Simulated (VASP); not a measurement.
Band structure of Y₃InC (space group Pm-3m). Method: PBEsol GGA, VASP's PBE PAW potentials (set 64) (plane waves; VASP).

Unless said otherwise, spin-orbit coupling is left out, though it shifts the bands of the heavy elements here.

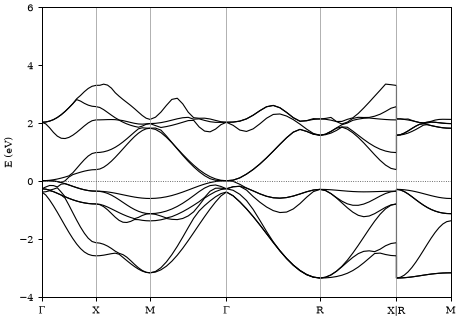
*Bands along high-symmetry lines, zero at the valence-band maximum or, without a gap, the Fermi level*

Task: Read the plot: is there a gap, and where are the band edges?

Result: It has no gap at this level: it comes out as a metal or semimetal. (Edges off the drawn lines would not show.)

The structure comes from a computed database's Y3InC entry (Pm-3m); how it stands against other phases isn't given here. It was relaxed first.
